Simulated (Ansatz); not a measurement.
CH4Cl3Ga: geometry relaxation (part 2 of 2)

Continued. System: CH4Cl3Ga. Method: RKS r2SCANh-D4/def2-SVP (Ansatz 0.2.0). The input holds or restrains some coordinates. It belongs to a series of runs on one base structure; here: pulled along the bonds that form and break, towards end B.

Geometry of the input (Å):
```
Ga -0.2280  -1.1294  0.3917
C  -0.1826  1.0414  -0.3885
Cl -0.7118  -2.4495  -1.1370
Cl -0.9641  -1.1951  2.3323
H  0.9807  0.3485  -0.0608
Cl 2.3433  -0.6628  0.4076
H  0.3791  1.9255  -0.7022
H  -0.7742  0.7449  -1.2599
H  -0.8424  1.3765  0.4169
```

```
  distance Ga 0 - Cl 5 = 2.2020 Å
  distance H 4 - C 1 = 1.0868 Å
  distance Ga 0 - C 1 = 3.2748 Å
  distance H 4 - Cl 5 = 2.6377 Å
1223 factors; integrals over basis functions are off by at most 6.4e-4 eV
mean field -91030.06637058 eV, -3345.2932367236 hartree, gradient 1.7e-5 eV, S^2 0.000000; 1 other end points of the search recorded, 0 dependent functions left out
the calculation of the forces begins
reference -91030.06638035 eV, -3345.2932370827 hartree; 46, 46 occupied and 74, 74 virtual orbitals, 1223 factors
Total energy: -91030.13831714 eV, -3345.2958807110 hartree
Atom 0 at     0.128842    -1.706297     0.616429 Å, force     1.096970     0.421700    -0.071851 eV/Å
Atom 1 at    -0.129752     1.363630    -0.493839 Å, force    -0.426173     0.100957    -0.071222 eV/Å
Atom 2 at    -0.742081    -2.616325    -1.083574 Å, force     0.001066    -0.005441    -0.001734 eV/Å
Atom 3 at    -0.999603    -1.351182     2.370411 Å, force     0.000514    -0.002133     0.004167 eV/Å
Atom 4 at     0.793419     0.852329    -0.234301 Å, force     0.299552    -0.055242     0.048294 eV/Å
Atom 5 at     2.266162    -1.177628     0.583009 Å, force    -0.981628    -0.454243     0.089810 eV/Å
Atom 6 at     0.118076     2.352766    -0.896461 Å, force     0.004839    -0.007028     0.002102 eV/Å
Atom 7 at    -0.676552     0.796688    -1.258538 Å, force     0.001799     0.000294    -0.000073 eV/Å
Atom 8 at    -0.758511     1.486020     0.396963 Å, force     0.003061     0.001136     0.000509 eV/Å
Dipole moment:    -0.093383     0.066055    -0.030405 e Å
```

Trajectory as extended XYZ (Å, eV, eV/Å), 8 frames, from step=1 to step=8:
```
9
Properties=species:S:1:pos:R:3:forces:R:3 step=1 energy=-91028.34459
Ga   -0.2280   -1.1294    0.3917    2.4852   1.2894  -0.3021
C    -0.1826    1.0414   -0.3885    0.6851  -1.2395   0.5283
Cl   -0.7118   -2.4495   -1.1370   -0.2657  -0.4283  -0.6077
Cl   -0.9641   -1.1951    2.3323   -0.3618   0.0509   0.7024
H     0.9807    0.3485   -0.0608   -1.5742   1.0178  -0.4801
Cl    2.3433   -0.6628    0.4076   -1.2651  -0.5785   0.1181
H     0.3791    1.9255   -0.7022    0.4122   0.0239   0.0013
H    -0.7742    0.7449   -1.2599   -0.0475  -0.1495  -0.1899
H    -0.8424    1.3765    0.4169   -0.0682   0.0137   0.2298
9
Properties=species:S:1:pos:R:3:forces:R:3 step=2 energy=-91028.75690
Ga   -0.1275   -1.2712    0.4500    3.3320   1.0809  -0.1587
C    -0.1667    1.1511   -0.4268   -0.6841  -4.2301   1.5369
Cl   -0.7138   -2.4568   -1.1436   -0.3551  -0.3774  -0.6698
Cl   -0.9672   -1.1965    2.3417   -0.4527   0.1265   0.6986
H     0.8273    0.4577   -0.1115   -2.2964   1.2409  -0.6061
Cl    2.3643   -0.7685    0.4477   -1.7819  -0.9405   0.2125
H     0.3954    1.9541   -0.7123    1.4822   2.8102  -1.0056
H    -0.7716    0.7488   -1.2618    0.4014   0.1540   0.0681
H    -0.8404    1.3813    0.4167    0.3546   0.1356  -0.0759
9
Properties=species:S:1:pos:R:3:forces:R:3 step=3 energy=-91029.27153
Ga   -0.0025   -1.4119    0.5097    3.0366   0.8573  -0.0916
C    -0.1736    1.2381   -0.4583   -2.2333  -4.8148   1.6400
Cl   -0.7182   -2.4591   -1.1504   -0.2362  -0.1865  -0.3631
Cl   -0.9725   -1.1940    2.3476   -0.2845   0.0822   0.3555
H     0.6921    0.5730   -0.1629   -0.8517   0.0413  -0.0736
Cl    2.3630   -0.8835    0.4895   -2.0404  -0.9121   0.1832
H     0.4134    2.0010   -0.7293    1.7710   3.9450  -1.4219
H    -0.7660    0.7518   -1.2616    0.4486   0.5381   0.0535
H    -0.8357    1.3846    0.4157    0.3898   0.4495  -0.2820
9
Properties=species:S:1:pos:R:3:forces:R:3 step=4 energy=-91029.61529
Ga    0.1210   -1.5469    0.5673    1.8557   0.7389  -0.1308
C    -0.2006    1.3065   -0.4846   -2.1299  -3.4938   1.1292
Cl   -0.7200   -2.4593   -1.1511    0.0124  -0.0088   0.0856
Cl   -0.9743   -1.1938    2.3478    0.0277  -0.0573  -0.0662
H     0.6053    0.6504   -0.1971    0.4717  -1.0171   0.3953
Cl    2.3448   -0.9913    0.5273   -1.6318  -0.7670   0.1597
H     0.4233    2.0667   -0.7536    0.9825   3.1969  -1.1608
H    -0.7643    0.7665   -1.2680    0.2331   0.7264  -0.1044
H    -0.8353    1.4012    0.4119    0.1786   0.6819  -0.3077
9
Properties=species:S:1:pos:R:3:forces:R:3 step=5 energy=-91030.07866
Ga    0.1902   -1.6808    0.6186    0.9768   0.4551  -0.0947
C    -0.1897    1.3638   -0.5038   -1.0824  -0.9556   0.2748
Cl   -0.6999   -2.5614   -1.0818   -0.0258  -0.0662  -0.0766
Cl   -0.9473   -1.3122    2.3589   -0.0387  -0.0021   0.0965
H     0.6071    0.7061   -0.2104    0.5798  -0.7373   0.3133
Cl    2.3151   -1.1600    0.5831   -0.7965  -0.4166   0.0923
H     0.3453    2.2309   -0.8175    0.0583   1.1651  -0.4339
H    -0.7708    0.8856   -1.3074    0.1688   0.2866  -0.0391
H    -0.8500    1.5280    0.3604    0.1596   0.2710  -0.1326
9
Properties=species:S:1:pos:R:3:forces:R:3 step=6 energy=-91030.13545
Ga    0.1351   -1.6910    0.6152    1.0677   0.3052  -0.0298
C    -0.1469    1.3774   -0.5036   -0.3555  -0.0220  -0.0370
Cl   -0.7303   -2.6453   -1.0662    0.0118   0.0508   0.0111
Cl   -0.9825   -1.3886    2.3889    0.0147   0.0330  -0.0411
H     0.7459    0.8196   -0.2341    0.2870  -0.1846   0.0905
Cl    2.2748   -1.1776    0.5867   -0.9751  -0.4068   0.0729
H     0.1950    2.3477   -0.8787   -0.1362   0.0718  -0.0330
H    -0.7049    0.8450   -1.2870    0.0502   0.0860   0.0117
H    -0.7862    1.5129    0.3789    0.0354   0.0666  -0.0453
9
Properties=species:S:1:pos:R:3:forces:R:3 step=7 energy=-91030.13028
Ga    0.1311   -1.7194    0.6240    1.0863   0.5292  -0.1076
C    -0.1302    1.3526   -0.4924   -0.4733   0.0814  -0.0512
Cl   -0.7542   -2.5903   -1.0870    0.0007  -0.0522  -0.0182
Cl   -1.0056   -1.3356    2.3649   -0.0034  -0.0276   0.0427
H     0.8102    0.8790   -0.2454    0.4056  -0.2437   0.1235
Cl    2.2608   -1.1648    0.5797   -0.9605  -0.4998   0.1074
H     0.1057    2.3409   -0.8874   -0.0592   0.2319  -0.0949
H    -0.6639    0.7785   -1.2600    0.0011  -0.0138   0.0052
H    -0.7540    1.4591    0.4036    0.0026  -0.0053  -0.0070
9
Properties=species:S:1:pos:R:3:forces:R:3 step=8 energy=-91030.13831
Ga    0.1288   -1.7063    0.6164    1.0970   0.4217  -0.0719
C    -0.1298    1.3636   -0.4938   -0.4262   0.1010  -0.0712
Cl   -0.7421   -2.6163   -1.0836    0.0011  -0.0054  -0.0017
Cl   -0.9996   -1.3512    2.3704    0.0005  -0.0021   0.0042
H     0.7934    0.8523   -0.2343    0.2996  -0.0552   0.0483
Cl    2.2662   -1.1776    0.5830   -0.9816  -0.4542   0.0898
H     0.1181    2.3528   -0.8965    0.0048  -0.0070   0.0021
H    -0.6766    0.7967   -1.2585    0.0018   0.0003  -0.0001
H    -0.7585    1.4860    0.3970    0.0031   0.0011   0.0005
```

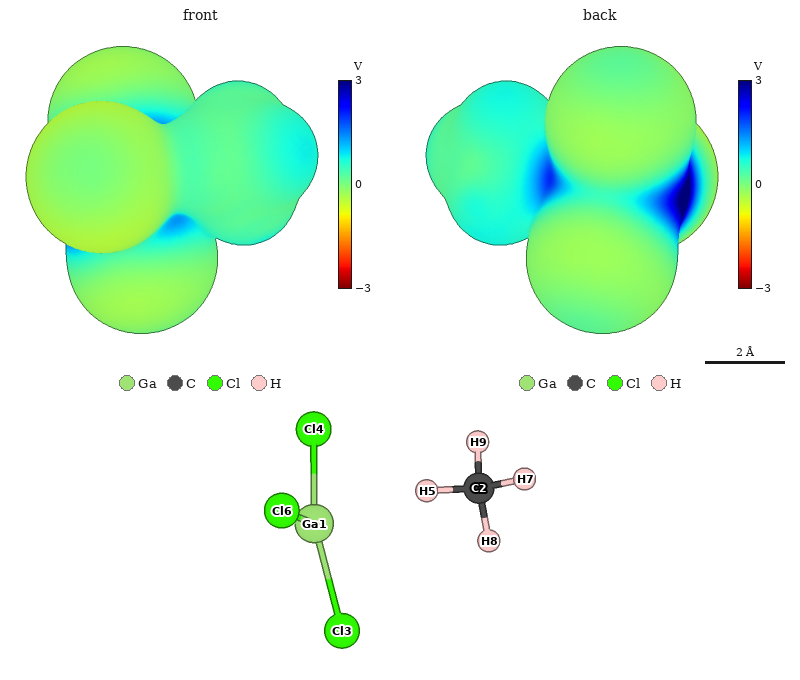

**Figure 1.** The electrostatic potential painted on the density surface at 0.002 e/bohr³, seen at a tilt and from behind; the colour scale runs from red (negative) to blue (positive). The bare structure is drawn below in the same view.

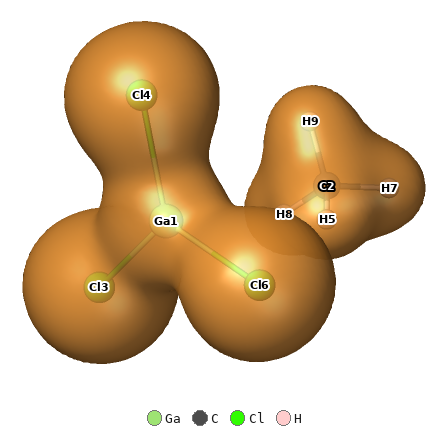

**Figure 2.** Isosurface of the electron density at 0.2 e/Å³ (orange), seen at a tilt. At this value the surface falls into two separate pieces. It is pinched off along the C···Ga (3.27 Å) contacts. On the grid the lowest density along these lines, outside the cores, is 0.05 e/Å³ (C···Ga, 3.27 Å), 0.67 e/Å³ (Ga–Cl, 2.12 Å), 1.9 e/Å³ (C–H, 1.09 Å) and 0.57 e/Å³ (Ga–Cl, 2.20 Å).

Results in brief:

| quantity | value |
| --- | --- |
| outcome | converged under the restraints of the input |
| total energy | −91030.1383 eV |
| mean-field energy | −91030.0664 eV |
| largest force (length of the vector) at the end, held atoms and coordinates included | 1.177 eV/Å |
| hardware | 4 threads of Arm Neoverse N1, 98 GiB of memory available, shared host |
| wall time | 55 s (CPU time 3.4 min) |
| peak memory | 0.36 GiB |
